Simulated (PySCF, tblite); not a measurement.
# C4H9B: dynamics, then NMR shifts and electronic excitations on frames, part 2 of 2

tblite 0.8.0 and PySCF 2.14.0. Atoms count from 0. The steps go on from the part before.

## 8. TDDFT and polarisability: 625 fs, PBE0/def2-SVPD

Job settings and geometry (Å):

```
{"job": {"kind": "uv", "xc": "PBE0", "basis": "def2-SVPD", "nstates": 5, "ntriplets": 0}, "charge": 0, "multiplicity": 1}
B      0.901100    -1.479200     1.864100
C      0.308600    -0.396500     0.948800
C      0.354900     0.895600     1.305200
C     -0.481300    -0.910800    -0.245100
C      0.178500    -0.726600    -1.610400
H      0.277000    -2.424500     2.129100
H      1.911800    -1.202300     2.266200
H      0.006100     1.622100     0.604800
H      0.989800     1.191400     2.144400
H     -1.398700    -0.387000    -0.208700
H     -0.571800    -1.991700    -0.074600
H     -0.498300    -0.843100    -2.471300
H      1.039600    -1.388700    -1.772100
H      0.627900     0.248400    -1.860300
```

Method: TDDFT PBE0/def2-SVPD, vertical, gas phase, core orbitals frozen in the response.

What it wrote:

```text
coarse grid: 11016 points
cycle   1  E = -182.1996270659  dE =  2.685e-01  |g| = 3.307e-01  |ddm| = 5.032e+00
cycle   2  E = -182.1962534306  dE =  3.374e-03  |g| = 3.609e-01  |ddm| = 1.157e+00
cycle   3  E = -182.2321293907  dE = -3.588e-02  |g| = 6.205e-02  |ddm| = 5.332e-01
cycle   4  E = -182.2328383111  dE = -7.089e-04  |g| = 3.287e-02  |ddm| = 1.273e-01
cycle   5  E = -182.2331104342  dE = -2.721e-04  |g| = 7.524e-03  |ddm| = 5.298e-02
cycle   6  E = -182.2331283737  dE = -1.794e-05  |g| = 1.046e-03  |ddm| = 1.713e-02
cycle   7  E = -182.2331286718  dE = -2.981e-07  |g| = 2.425e-04  |ddm| = 2.632e-03
final grid: 104392 points
cycle   8  E = -182.2616219832  dE = -3.440e-05  |g| = 6.533e-03  |ddm| = 1.009e-01
cycle   9  E = -182.2616195561  dE =  2.427e-06  |g| = 7.269e-03  |ddm| = 1.967e-02
cycle  10  E = -182.2616341044  dE = -1.455e-05  |g| = 7.456e-04  |ddm| = 9.835e-03
cycle  11  E = -182.2616342328  dE = -1.283e-07  |g| = 2.740e-04  |ddm| = 1.452e-03
cycle  12  E = -182.2616342511  dE = -1.834e-08  |g| = 7.975e-05  |ddm| = 5.067e-04
cycle  13  E = -182.2616342532  dE = -2.039e-09  |g| = 1.218e-05  |ddm| = 1.740e-04
cycle  14  E = -182.2616342532  dE = -4.349e-11  |g| = 2.925e-06  |ddm| = 3.612e-05
converged SCF energy = -182.2616342532

Static polarisability (au): isotropic 64.207, principal 51.522 68.472 72.628

Singlet excitations
state   eV       nm        f      main configurations
  1   4.6363    267.4   0.07533   H->L 0.89
  2   4.9348    251.2   0.01878   H-1->L 0.92
  3   6.2646    197.9   0.00224   H-2->L 0.91
  4   6.3761    194.5   0.01038   H-3->L 0.89
  5   6.9457    178.5   0.10668   H->L+1 0.88
```

Run time: 24 s. Hardware: 1 thread of Arm Neoverse N1, shared host; peak memory 0.74 GiB.

In short: HOMO -7.47 eV, LUMO -1.87 eV; lowest singlet 4.64 eV.

## 9. NMR shieldings: 800 fs, PBE0/pcSseg-1

Job settings and geometry (Å):

```
{"job": {"kind": "nmr", "xc": "PBE0", "basis": "pcSseg-1", "pop": false}, "charge": 0, "multiplicity": 1}
B      1.084600    -1.716800     1.669600
C      0.493000    -0.468300     1.070700
C      0.964200     0.685100     1.429400
C     -0.548400    -0.539800     0.005000
C      0.084300    -0.588400    -1.340700
H      0.930000    -2.789600     1.215500
H      1.816600    -1.803900     2.598000
H      0.658900     1.646300     0.995400
H      1.709100     0.786600     2.208500
H     -1.219300     0.341800     0.173300
H     -1.160800    -1.394000     0.188700
H     -0.734800    -0.780700    -2.058700
H      0.871600    -1.267200    -1.388200
H      0.444900     0.411400    -1.701600
```

Method: GIAO PBE0/pcSseg-1 NMR shielding, non-relativistic, gas phase.

What it wrote:

```text
coarse grid: 11016 points
cycle   1  E = -182.3002489343  dE =  4.429e-01  |g| = 3.765e-01  |ddm| = 3.109e+00
cycle   2  E = -182.2888805968  dE =  1.137e-02  |g| = 4.380e-01  |ddm| = 7.554e-01
cycle   3  E = -182.3402793240  dE = -5.140e-02  |g| = 7.127e-02  |ddm| = 4.560e-01
cycle   4  E = -182.3413045544  dE = -1.025e-03  |g| = 2.967e-02  |ddm| = 7.078e-02
cycle   5  E = -182.3415210508  dE = -2.165e-04  |g| = 6.969e-03  |ddm| = 2.866e-02
cycle   6  E = -182.3415358595  dE = -1.481e-05  |g| = 1.218e-03  |ddm| = 8.365e-03
cycle   7  E = -182.3415362453  dE = -3.858e-07  |g| = 2.602e-04  |ddm| = 1.360e-03
final grid: 104392 points
cycle   8  E = -182.3709664375  dE = -3.279e-05  |g| = 7.089e-03  |ddm| = 2.564e-02
cycle   9  E = -182.3709626607  dE =  3.777e-06  |g| = 8.126e-03  |ddm| = 1.358e-02
cycle  10  E = -182.3709802074  dE = -1.755e-05  |g| = 6.876e-04  |ddm| = 7.259e-03
cycle  11  E = -182.3709803109  dE = -1.035e-07  |g| = 2.452e-04  |ddm| = 6.882e-04
cycle  12  E = -182.3709803244  dE = -1.347e-08  |g| = 8.712e-05  |ddm| = 2.469e-04
cycle  13  E = -182.3709803266  dE = -2.198e-09  |g| = 1.048e-05  |ddm| = 9.396e-05
cycle  14  E = -182.3709803266  dE = -3.115e-11  |g| = 3.099e-06  |ddm| = 1.581e-05
converged SCF energy = -182.3709803266

GIAO shielding tensors (ppm)
atom      isotropic    diamagn.    paramagn.     s11        s22        s33       span
  0 B       23.459     190.811    -167.352    -38.274    -13.479    122.130    160.404
  1 C       28.317     257.590    -229.273    -83.207    -19.776    187.935    271.142
  2 C       34.089     254.702    -220.613    -66.720     28.306    140.681    207.400
  3 C      152.788     247.083     -94.295    136.762    150.752    170.851     34.089
  4 C      170.668     247.448     -76.780    156.818    164.816    190.371     33.553
  5 H       24.485      29.877      -5.392     18.136     27.337     27.982      9.846
  6 H       24.262      28.948      -4.686     18.708     26.558     27.521      8.813
  7 H       24.967      31.520      -6.554     21.352     24.693     28.854      7.502
  8 H       25.324      29.955      -4.630     23.482     24.392     28.098      4.616
  9 H       28.945      31.363      -2.418     25.401     27.728     33.706      8.305
 10 H       29.710      32.184      -2.474     26.490     27.669     34.971      8.481
 11 H       29.883      29.000       0.883     25.351     27.250     37.049     11.698
 12 H       31.690      31.490       0.199     27.891     30.019     37.160      9.269
 13 H       29.884      30.066      -0.183     26.009     28.248     35.394      9.386
```

Wall time 16 s (1 thread of Arm Neoverse N1, shared host); peak memory 0.63 GiB.

Key values: δ C1 158.6, C2 152.8, C3 34.1, C4 16.3, H6 7.45, H5 7.23 ppm.

## 10. Ultraviolet spectrum: 800 fs, PBE0/def2-SVPD

Settings changed since step 9:

```diff
@@ -1,2 +1,2 @@
-{"job": {"kind": "nmr", "xc": "PBE0", "basis": "pcSseg-1", "pop": false}, "charge": 0, "multiplicity": 1}
+{"job": {"kind": "uv", "xc": "PBE0", "basis": "def2-SVPD", "nstates": 5, "ntriplets": 0}, "charge": 0, "multiplicity": 1}
 B      1.084600    -1.716800     1.669600
```

Level: TDDFT PBE0/def2-SVPD, vertical, gas phase, core orbitals frozen in the response.

What it wrote:

```text
coarse grid: 11016 points
cycle   1  E = -182.2019044082  dE =  3.996e-01  |g| = 3.614e-01  |ddm| = 5.524e+00
cycle   2  E = -182.1905331688  dE =  1.137e-02  |g| = 4.239e-01  |ddm| = 1.428e+00
cycle   3  E = -182.2397711173  dE = -4.924e-02  |g| = 6.992e-02  |ddm| = 7.081e-01
cycle   4  E = -182.2407639946  dE = -9.929e-04  |g| = 3.117e-02  |ddm| = 1.488e-01
cycle   5  E = -182.2410092886  dE = -2.453e-04  |g| = 6.951e-03  |ddm| = 5.381e-02
cycle   6  E = -182.2410244576  dE = -1.517e-05  |g| = 1.201e-03  |ddm| = 1.868e-02
cycle   7  E = -182.2410248446  dE = -3.870e-07  |g| = 2.670e-04  |ddm| = 3.297e-03
final grid: 104392 points
cycle   8  E = -182.2700751130  dE = -3.432e-05  |g| = 6.795e-03  |ddm| = 1.063e-01
cycle   9  E = -182.2700714312  dE =  3.682e-06  |g| = 7.812e-03  |ddm| = 2.460e-02
cycle  10  E = -182.2700881385  dE = -1.671e-05  |g| = 6.474e-04  |ddm| = 1.152e-02
cycle  11  E = -182.2700882352  dE = -9.672e-08  |g| = 2.181e-04  |ddm| = 1.539e-03
cycle  12  E = -182.2700882455  dE = -1.027e-08  |g| = 8.937e-05  |ddm| = 4.566e-04
cycle  13  E = -182.2700882478  dE = -2.350e-09  |g| = 1.181e-05  |ddm| = 2.136e-04
cycle  14  E = -182.2700882479  dE = -3.990e-11  |g| = 3.251e-06  |ddm| = 3.673e-05
converged SCF energy = -182.2700882479

Static polarisability (au): isotropic 63.483, principal 49.979 68.415 72.054

Singlet excitations
state   eV       nm        f      main configurations
  1   4.9947    248.2   0.02085   H-1->L 0.53, H->L 0.36, H-2->L 0.10
  2   5.2838    234.6   0.00324   H-2->L 0.88
  3   5.7030    217.4   0.13636   H->L 0.55, H-1->L 0.39
  4   6.1997    200.0   0.02231   H-3->L 0.93
  5   7.5342    164.6   0.00456   H-4->L 0.85, H-5->L 0.10
```

Wall time 24 s (1 thread of Arm Neoverse N1, shared host); peak memory 0.74 GiB.

Key values: HOMO -8.04 eV, LUMO -1.89 eV; lowest singlet 4.99 eV.

## 11. Shielding tensors: 1000 fs, PBE0/pcSseg-1

Job settings and geometry (Å):

```
{"job": {"kind": "nmr", "xc": "PBE0", "basis": "pcSseg-1", "pop": false}, "charge": 0, "multiplicity": 1}
B      1.024300    -1.857500     1.690600
C      0.498600    -0.427300     1.209500
C      1.138600     0.600800     1.803700
C     -0.446500    -0.186800     0.065800
C     -0.004500    -0.920200    -1.192900
H      0.716900    -2.915000     1.234400
H      1.852900    -2.082300     2.508200
H      0.925800     1.626800     1.475600
H      1.738700     0.600600     2.707000
H     -0.483600     0.882100    -0.123200
H     -1.445900    -0.473400     0.443200
H     -0.240300    -0.393700    -2.090200
H     -0.447300    -1.906000    -1.274000
H      1.104000    -1.034800    -1.239500
```

With the program's defaults for keys left out, this is: GIAO PBE0/pcSseg-1 NMR shielding, non-relativistic, gas phase.

What it wrote:

```text
coarse grid: 11016 points
cycle   1  E = -182.3117416846  dE =  2.227e-01  |g| = 3.248e-01  |ddm| = 3.067e+00
cycle   2  E = -182.3094995379  dE =  2.242e-03  |g| = 3.511e-01  |ddm| = 6.121e-01
cycle   3  E = -182.3423461588  dE = -3.285e-02  |g| = 5.834e-02  |ddm| = 3.468e-01
cycle   4  E = -182.3429436022  dE = -5.974e-04  |g| = 3.191e-02  |ddm| = 6.460e-02
cycle   5  E = -182.3431969529  dE = -2.534e-04  |g| = 6.297e-03  |ddm| = 2.810e-02
cycle   6  E = -182.3432093788  dE = -1.243e-05  |g| = 1.386e-03  |ddm| = 7.505e-03
cycle   7  E = -182.3432099072  dE = -5.284e-07  |g| = 2.749e-04  |ddm| = 1.530e-03
final grid: 104392 points
cycle   8  E = -182.3724888173  dE = -3.310e-05  |g| = 7.095e-03  |ddm| = 2.555e-02
cycle   9  E = -182.3724853310  dE =  3.486e-06  |g| = 8.021e-03  |ddm| = 1.342e-02
cycle  10  E = -182.3725026357  dE = -1.730e-05  |g| = 8.030e-04  |ddm| = 7.251e-03
cycle  11  E = -182.3725027803  dE = -1.446e-07  |g| = 2.826e-04  |ddm| = 7.665e-04
cycle  12  E = -182.3725027998  dE = -1.945e-08  |g| = 7.397e-05  |ddm| = 2.713e-04
cycle  13  E = -182.3725028015  dE = -1.730e-09  |g| = 1.387e-05  |ddm| = 9.009e-05
cycle  14  E = -182.3725028016  dE = -5.014e-11  |g| = 3.983e-06  |ddm| = 1.673e-05
converged SCF energy = -182.3725028016

GIAO shielding tensors (ppm)
atom      isotropic    diamagn.    paramagn.     s11        s22        s33       span
  0 B       22.455     188.669    -166.213    -47.743    -11.284    126.393    174.136
  1 C       14.317     255.177    -240.860   -106.992    -27.348    177.290    284.282
  2 C       30.323     255.102    -224.779    -70.900     28.935    132.934    203.834
  3 C      152.416     245.144     -92.728    138.453    148.960    169.835     31.383
  4 C      171.008     247.460     -76.452    150.173    172.178    190.674     40.501
  5 H       23.991      29.027      -5.036     17.446     26.285     28.241     10.795
  6 H       23.841      28.505      -4.664     17.500     26.749     27.275      9.775
  7 H       25.105      31.809      -6.704     21.612     24.672     29.031      7.419
  8 H       24.934      29.552      -4.617     22.971     24.580     27.251      4.280
  9 H       29.525      32.590      -3.065     25.484     28.910     34.181      8.697
 10 H       28.608      30.059      -1.451     25.149     27.044     33.631      8.483
 11 H       30.839      30.658       0.181     26.388     28.642     37.487     11.099
 12 H       29.980      29.943       0.036     26.059     27.514     36.366     10.307
 13 H       30.645      30.263       0.382     26.913     29.347     35.676      8.763
```

Run time: 16 s. Hardware: 1 thread of Arm Neoverse N1, shared host; peak memory 0.63 GiB.

This run: δ C1 172.6, C2 156.6, C3 34.5, C4 15.9, H6 7.88, H5 7.73 ppm.

## 12. Ultraviolet spectrum: 1000 fs, PBE0/def2-SVPD

Settings changed since step 11:

```diff
@@ -1,2 +1,2 @@
-{"job": {"kind": "nmr", "xc": "PBE0", "basis": "pcSseg-1", "pop": false}, "charge": 0, "multiplicity": 1}
+{"job": {"kind": "uv", "xc": "PBE0", "basis": "def2-SVPD", "nstates": 5, "ntriplets": 0}, "charge": 0, "multiplicity": 1}
 B      1.024300    -1.857500     1.690600
```

Method: TDDFT PBE0/def2-SVPD, vertical, gas phase, core orbitals frozen in the response.

What it wrote:

```text
coarse grid: 11016 points
cycle   1  E = -182.2146560943  dE =  1.789e-01  |g| = 3.118e-01  |ddm| = 5.262e+00
cycle   2  E = -182.2123866004  dE =  2.269e-03  |g| = 3.380e-01  |ddm| = 1.303e+00
cycle   3  E = -182.2435474770  dE = -3.116e-02  |g| = 5.847e-02  |ddm| = 5.253e-01
cycle   4  E = -182.2441499751  dE = -6.025e-04  |g| = 3.334e-02  |ddm| = 1.266e-01
cycle   5  E = -182.2444338770  dE = -2.839e-04  |g| = 6.077e-03  |ddm| = 5.080e-02
cycle   6  E = -182.2444457908  dE = -1.191e-05  |g| = 1.384e-03  |ddm| = 1.489e-02
cycle   7  E = -182.2444463302  dE = -5.395e-07  |g| = 2.858e-04  |ddm| = 3.513e-03
final grid: 104392 points
cycle   8  E = -182.2733195128  dE = -3.527e-05  |g| = 6.853e-03  |ddm| = 1.040e-01
cycle   9  E = -182.2733159902  dE =  3.523e-06  |g| = 7.778e-03  |ddm| = 2.391e-02
cycle  10  E = -182.2733327892  dE = -1.680e-05  |g| = 7.965e-04  |ddm| = 1.184e-02
cycle  11  E = -182.2733329358  dE = -1.466e-07  |g| = 2.729e-04  |ddm| = 1.474e-03
cycle  12  E = -182.2733329541  dE = -1.832e-08  |g| = 7.689e-05  |ddm| = 5.290e-04
cycle  13  E = -182.2733329560  dE = -1.897e-09  |g| = 1.581e-05  |ddm| = 1.972e-04
cycle  14  E = -182.2733329561  dE = -6.662e-11  |g| = 4.331e-06  |ddm| = 4.376e-05
converged SCF energy = -182.2733329561

Static polarisability (au): isotropic 65.627, principal 50.884 68.660 77.336

Singlet excitations
state   eV       nm        f      main configurations
  1   4.9148    252.3   0.00738   H-1->L 0.83, H->L 0.15
  2   5.2951    234.1   0.06897   H-2->L 0.47, H->L 0.42
  3   5.5730    222.5   0.10331   H-2->L 0.50, H->L 0.39
  4   6.3483    195.3   0.00001   H-3->L 0.97
  5   7.2060    172.1   0.00433   H-4->L 0.95
```

Wall time 23 s (1 thread of Arm Neoverse N1, shared host); peak memory 0.74 GiB.

In short: HOMO -7.86 eV, LUMO -1.88 eV; lowest singlet 4.91 eV.

## 13. Side by side: NMR shifts

Shifts (ppm) of some atoms, chosen among heavy atoms and hydrogens apart, with basis size and wall time:

```
  frame     C1     C2    C3    C4   H11   H12    B0  functions  time
 250 fs  171.4  150.8  46.5  23.8  2.66  0.51  77.1        130  16 s
 425 fs  185.5  174.6  43.8  15.6  0.69  0.40  71.1        130  15 s
 625 fs  181.3  138.3  28.8  15.7  1.50  1.13  82.5        130  16 s
 800 fs  158.6  152.8  34.1  16.3  1.83  0.03  76.6        130  16 s
1000 fs  172.6  156.6  34.5  15.9  0.88  1.74  77.6        130  16 s
```

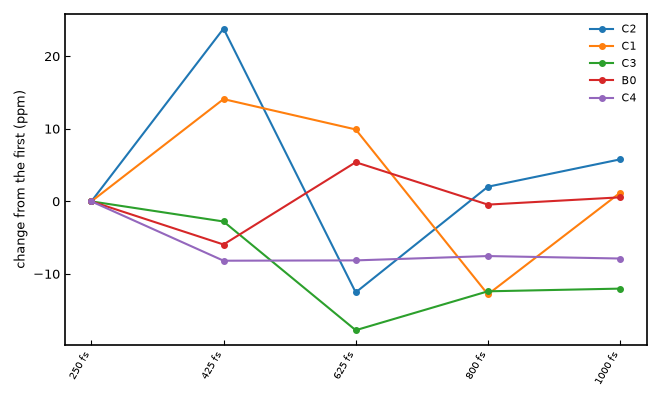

How five of the tabulated atoms move from run to run.

## 14. Comparing the runs: electronic excitations

Excitations and ground-state properties, with basis size and wall time:

```
  frame  lowest singlet (eV)  brightest (eV)      f  gap (eV)  α (Å³)  μ (D)  functions  time
 250 fs                 4.97            5.38  0.149      5.89    9.81   1.19        172  23 s
 425 fs                 4.72            4.72  0.063      5.48   10.05   1.25        172  23 s
 625 fs                 4.64            6.95  0.107      5.59    9.51   0.85        172  24 s
 800 fs                 4.99            5.70  0.136      6.15    9.41   1.31        172  24 s
1000 fs                 4.91            5.57  0.103      5.98    9.72   1.21        172  23 s
```

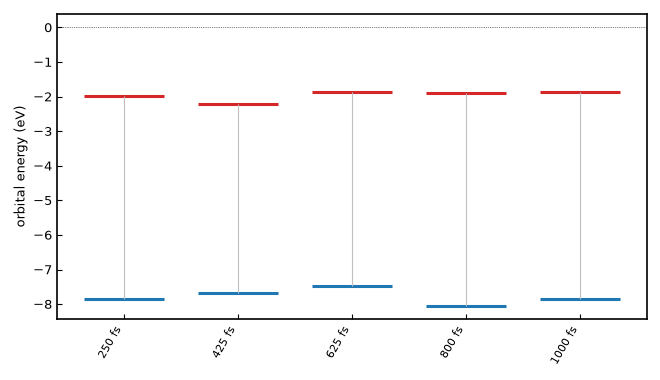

HOMO (blue) and LUMO (red) run by run.

## 15. Results

This closing draws on all 2 parts.

| quantity | value |
| --- | --- |
| thermostat | 300 K |
| mean temperature, second half | 310 K |
| mean potential energy above the minimum | 0.54 eV |
| ¹³C shifts against TMS (PBE0/pcSseg-1, 250 fs) | 171.4, 150.8, 46.5, 23.8 ppm |
| ¹H shifts against TMS (PBE0/pcSseg-1, 250 fs) | 7.22, 6.95, 6.90, 6.47, 3.67, 3.13, 2.66, 0.60, 0.51 ppm |
| ¹¹B shifts against BF3·OEt2 (PBE0/pcSseg-1, 250 fs) | 77.1 ppm |
| lowest singlet (PBE0/def2-SVPD, 250 fs) | 4.97 eV (250 nm), f = 0.021 |
| brightest single state of those computed | state 3, 5.38 eV, f = 0.149 |
| range of the shift of C2 | 138.3 to 174.6 ppm |
| range of the lowest singlet | 4.64 to 4.99 eV |

**Reading.** In the second half the potential energy averages 0.54 eV above the minimum; equipartition over 36 harmonic modes at 300 K would give 0.47 eV. With 14 atoms the temperature swings widely (139 to 429 K). Shifts at one fixed geometry are not the observed spectrum, which averages over the motion. In the first frame run (250 fs): The widest tensor belongs to C1: span 287 ppm, with a paramagnetic part of -242 ppm. The first singlet state (HOMO−1→LUMO 0.74, HOMO→LUMO 0.21) lies at 4.97 eV and is weak; of the 5 states computed, the strongest absorption comes from state 3 at 5.38 eV. In ppm, C2 moves most: its shift spreads over 36.4 ppm, from 138.3 (625 fs) to 174.6 (425 fs). The lowest singlet runs from 4.64 eV (625 fs) to 4.99 eV (800 fs), while the orbital gap spans 5.48 to 6.15 eV. The lowest state need not be the same one in every run. The runs solved for a few states only, so the brightest column depends on that window.
